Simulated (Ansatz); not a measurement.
# SiCNF2 (SMILES N#C[Si](F)F): UB3LYP/6-31G(d) (spherical functions)

What is the electronic atomisation energy of SiCNF2 at UB3LYP/6-31G* (spherical functions)? 

Program for the calculation: Ansatz 0.2.0.

36 further runs of the same task are left out: 36 set aside as unsound or not needed.

### 1 The molecule

SiCNF2: 5 atoms, total charge 0, spin state doublet. As SMILES, `N#C[Si](F)F`. Geometry: relaxed at PBE0-D4/def2-TZVP.

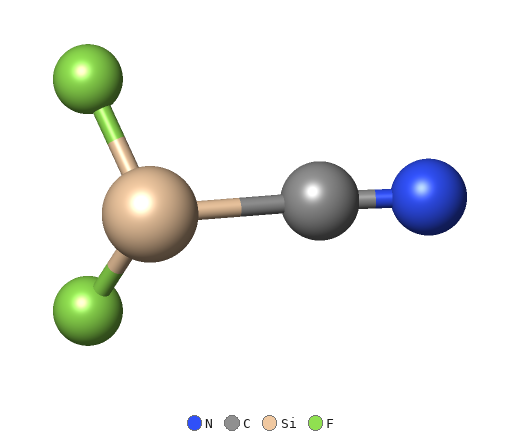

Viewed from a chosen angle; nitrogen blue, carbon grey, silicon light orange, fluorine green.

### 2 The energy at UB3LYP/6-31G(d) (spherical functions)

Input file run.yaml:

```yaml
crystal:
  periodic: [false, false, false]
  atoms:
    - symbol: N
      position_ang: [1.426100, -1.103800, 1.364300]
    - symbol: C
      position_ang: [0.743000, -0.566400, 0.607500]
    - symbol: Si
      position_ang: [-0.192800, 0.214100, -0.773500]
    - symbol: F
      position_ang: [-1.655600, -0.382400, -0.757500]
    - symbol: F
      position_ang: [-0.270900, 1.764900, -0.482300]
basis:
  gaussian: {orbitals: 6-31G_st_-spherical.json}
magnetization: {spin_polarized: true, initial_magnetization: 1}
hamiltonian: {xc: {name: B3LYP}}
accuracy: high
output: {orbitals: {seedname: orbitals}}
```

The basis set 6-31G* is read from a file made from the Basis Set Exchange's data (not shown).

On the command line:

```bash
$ ansatz run run.yaml --threads 1 --pin off --max-ram 3480MiB --events-out events.jsonl --progress --plain --runs-dir runs
```

Standard output:

```text
Warning: RAYON_NUM_THREADS=1 ignored (pool sized by the plan → 1); use --threads N
Functional definition: B3LYP
  name "B3LYP"
  parameter a0 = 0.2
  parameter ax = 0.72
  parameter ac = 0.81
  exchange = (1 - a0 - ax)*slater_x + ax*b88_x + a0*exact_x
  correlation = (1 - ac)*vwn_rpa_c + ac*lyp_c
1544 factors; integrals over basis functions are off by at most 1.2e-8 eV
mean field evaluation 1: about -15832.6039 eV, gradient 3.9e1 eV
mean field evaluation 2: about -15798.7016 eV, gradient 8.5e1 eV
mean field evaluation 4: about -15838.7637 eV, gradient 3.7e0 eV
mean field evaluation 8: about -15839.0307 eV, gradient 1.6e-1 eV
mean field evaluation 16: about -15839.0309 eV, gradient 7.6e-4 eV
mean field -15839.03086283 eV, -582.0736481285 hartree, gradient 3.8e-8 eV, S^2 0.751419; 0 other end points of the search recorded, 0 dependent functions left out
reference -15839.03089596 eV, -582.0736493457 hartree; 23, 22 occupied and 51, 52 virtual orbitals, 1544 factors
Total energy: -15839.03089596 eV, -582.0736493457 hartree
```

Run time: 3.3 s. Hardware: 1 thread of AMD EPYC 9R45 (Zen 5), shared host; peak memory 0.33 GiB.

### 3 The C atom at the same level

Input file run.yaml:

```yaml
basis:
  gaussian:
    orbitals: 6-31G_st_-spherical.json
crystal:
  periodic: [false, false, false]
  atoms:
    - symbol: C
      position_ang: [0.000000, 0.000000, 0.000000]
accuracy: high
hamiltonian:
  xc: {name: B3LYP}
magnetization:
  spin_polarized: true
  initial_magnetization: 2
```

The basis set 6-31G* is read from a file made from the Basis Set Exchange's data (not shown).

On the command line:

```bash
$ ansatz run run.yaml --threads 1 --pin off --max-ram 3480MiB --events-out events.jsonl --progress --plain --runs-dir runs
```

Standard output, shortened:

```text
Warning: RAYON_NUM_THREADS=1 ignored (pool sized by the plan → 1); use --threads N
[... 7 set-up lines as earlier in the session ...]
96 factors; integrals over basis functions are off by at most 1.1e-9 eV
mean field evaluation 1: about -1029.7320 eV, gradient 3.6e0 eV
mean field evaluation 2: about -1029.7994 eV, gradient 1.0e0 eV
mean field evaluation 4: about -1029.8062 eV, gradient 2.3e-1 eV
mean field evaluation 8: about -1029.8066 eV, gradient 6.7e-6 eV
mean field -1029.80656969 eV, -37.8446934081 hartree, gradient 9.8e-9 eV, S^2 2.001951; 0 other end points of the search recorded, 0 dependent functions left out
reference -1029.80658741 eV, -37.8446940593 hartree; 4, 2 occupied and 10, 12 virtual orbitals, 96 factors
Total energy: -1029.80658741 eV, -37.8446940593 hartree
```

Run time: 0.14 s. Hardware: 1 thread of AMD EPYC 9R45 (Zen 5), shared host.

### 4 The F atom

Input file molecule.yaml:

```yaml
crystal:
  periodic: [false, false, false]
  atoms:
    - {symbol: F, position_ang: [0.000000, 0.000000, 0.000000]}
basis:
  gaussian:
    orbitals: 6-31G_st_-spherical.json
magnetization:
  spin_polarized: true
  initial_magnetization: 1
hamiltonian:
  xc: {name: B3LYP}
accuracy: high
```

The basis set 6-31G* is read from a file made from the Basis Set Exchange's data (not shown).

Run the same way, it converges to -99.71458 Eh (log not shown).

### 5 The N atom, same level

Input file run.yaml:

```yaml
crystal:
  periodic: [false, false, false]
  atoms:
    - symbol: N
      position_ang: [0.000000, 0.000000, 0.000000]
basis:
  gaussian:
    orbitals: 6-31G_st_-spherical.json
magnetization:
  spin_polarized: true
  initial_magnetization: 3
hamiltonian:
  xc: {name: B3LYP}
accuracy: high
```

The basis set 6-31G* is read from a file made from the Basis Set Exchange's data (not shown).

Run the same way, it converges to -54.58288 Eh (log not shown).

### 6 The Si atom

Input file job.yaml:

```yaml
crystal:
  periodic: [false, false, false]
  atoms:
    - {symbol: Si, position_ang: [0.000000, 0.000000, 0.000000]}
basis:
  gaussian: {orbitals: 6-31G_st_-spherical.json}
accuracy: high
hamiltonian: {xc: {name: B3LYP}}
magnetization: {spin_polarized: true, initial_magnetization: 2}
```

The basis set 6-31G* is read from a file made from the Basis Set Exchange's data (not shown).

On the command line:

```bash
$ ansatz run job.yaml --threads 1 --pin off --max-ram 3480MiB --events-out events.jsonl --progress --plain --runs-dir runs
```

Standard output, shortened:

```text
Warning: RAYON_NUM_THREADS=1 ignored (pool sized by the plan → 1); use --threads N
[... 7 set-up lines as earlier in the session ...]
141 factors; integrals over basis functions are off by at most 2.6e-9 eV
mean field evaluation 1: about -7874.0967 eV, gradient 2.2e0 eV
mean field evaluation 2: about -7874.1484 eV, gradient 6.3e-1 eV
mean field evaluation 4: about -7874.1531 eV, gradient 1.2e-1 eV
mean field evaluation 8: about -7874.1532 eV, gradient 7.3e-5 eV
mean field evaluation 16: about -7874.1532 eV, gradient 4.4e-2 eV
mean field -7874.15323606 eV, -289.3697941324 hartree, gradient 3.7e-8 eV, S^2 2.001919; 1 other end points of the search recorded, 0 dependent functions left out
reference -7874.15325710 eV, -289.3697949057 hartree; 8, 6 occupied and 10, 12 virtual orbitals, 141 factors
Total energy: -7874.15325710 eV, -289.3697949057 hartree
```

Run time: 0.36 s. Hardware: 1 thread of AMD EPYC 9R45 (Zen 5), shared host.

### 7 Results

Level: UB3LYP/6-31G* (spherical functions).

| quantity | value |
| --- | --- |
| molecule: total energy | -582.07365 Eh |
| molecule: HOMO energy (highest over α and β) | -7.44 eV |
| molecule: LUMO energy (lowest over α and β) | -4.05 eV |
| molecule: ⟨S²⟩ | 0.751 |
| C atom: total energy | -37.84469 Eh |
| C atom: ⟨S²⟩ | 2.002 |
| F atom: total energy | -99.71458 Eh |
| F atom: ⟨S²⟩ | 0.751 |
| N atom: total energy | -54.58288 Eh |
| N atom: ⟨S²⟩ | 3.752 |
| Si atom: total energy | -289.36979 Eh |
| Si atom: ⟨S²⟩ | 2.002 |
| electronic atomisation energy | 23.052 eV |

In words: Taking the molecule apart into free atoms costs 23.05 eV (2224 kJ/mol), before zero-point energy and without spin-orbit coupling.
